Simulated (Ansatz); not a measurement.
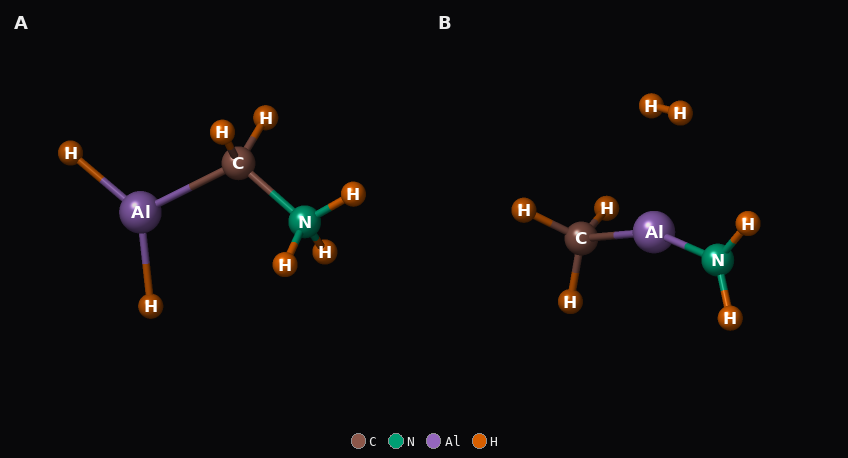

2 stationary structures of one formula. State: charge +1, singlet. Geometries: PBE0-D4/def2-TZVP. Electronic energies: RHF-CCSD(T) (frozen core)/def2-TZVPP (Ansatz 0.2.0), without zero-point energy. No frequency run is at hand to confirm each as a minimum. Each is one conformer, not always the lowest.

Question: Which is lowest in energy, and by how much?

Answer: B is lowest; A lies 11.9 kcal/mol above it.
